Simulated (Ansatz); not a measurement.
Computed map of one atom of the cell: HfN (rock salt)

Starting cell, HfN (rock salt):

```
HfN
1.0
    0.00000     4.54789     4.54789
    2.27394     0.00000     2.27394
    2.27394     2.27394     0.00000
N Hf
2 2
Direct
  0.00000   0.00000   0.00000
  0.50000   0.00000   0.00000
  0.25000   0.50000   0.50000
  0.75000   0.50000   0.50000
```

Two-dimensional scan of atom 3 (Hf, nearest neighbour N at 2.274 Å; its periodic images, 3.2 Å or more away, move with it): u runs along (0.707, 0.707, 0.000), v along (0.000, 0.000, 1.000) (Cartesian). Cell and other atoms are fixed.

The numbers are results of PBE (plane waves to 420 eV, PAW, scalar-relativistic; Ansatz, an electronic-structure program), not measurements. k mesh 7×14×14 (Γ-centred), Fermi-Dirac smearing 0.05 eV. The energy includes the smearing's −TS. With partly filled bands, energies and forces of such displacements shift with the k mesh and the smearing. Fu and Fv are the components of the force on the atom. HfN is run without spin polarisation. HfN was relaxed with its symmetry unable to fall. Spin-orbit coupling is left out, though Hf is heavy. The zero of ΔE is the undisplaced structure. Axes are in Å.

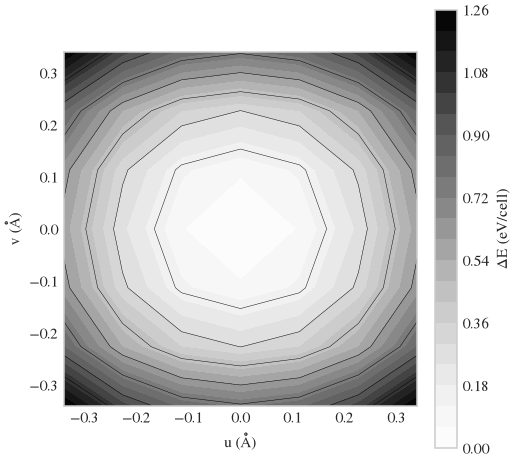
ΔE (eV/cell) over the 7×7 grid of computed points.

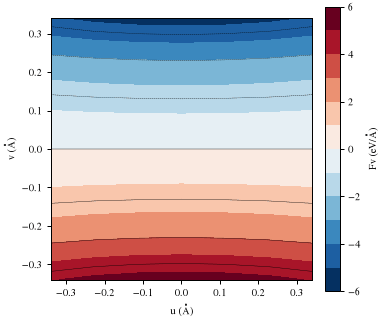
Figure. Fv (eV/Å) over the 7×7 grid of computed points.

Centre of the map: a minimum. Highest place on the grid, met at several equal points: u = -0.340 Å, v = -0.340 Å; u = 0.340 Å, v = -0.340 Å; u = -0.340 Å, v = 0.340 Å; u = 0.340 Å, v = 0.340 Å (1260 meV/cell). Principal force constants in the plane (five-point differences of the forces): 9.8 and 10.4 eV/Å². Lowest place on the grid: u = 0.000 Å, v = 0.000 Å (0 meV/cell).

(For displaced atoms, the force is minus the slope of the energy, and its curvature is a force constant, which sets phonon frequencies.)
